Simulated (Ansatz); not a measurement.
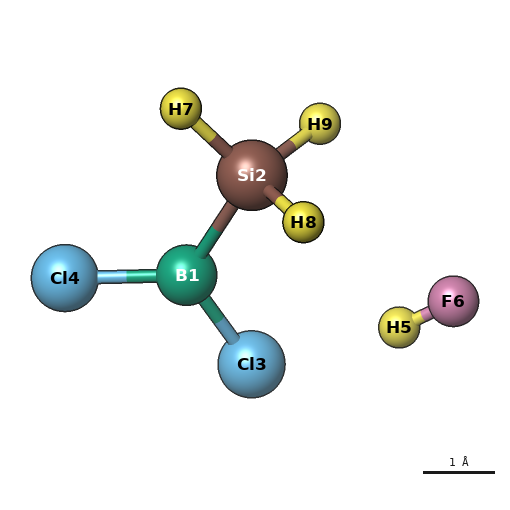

The computed structure is the end point of a PBE0-D4/def2-TZVP optimisation.

Find the hydrogen bonds (donors O, N, F, S or Cl) and give their geometry.

| D–H···A | D–H (Å) | H···A (Å) | angle (°) | kind |
| --- | --- | --- | --- | --- |
| F6–H5···Cl3 | 0.93 | 2.24 | 167 | intermolecular |
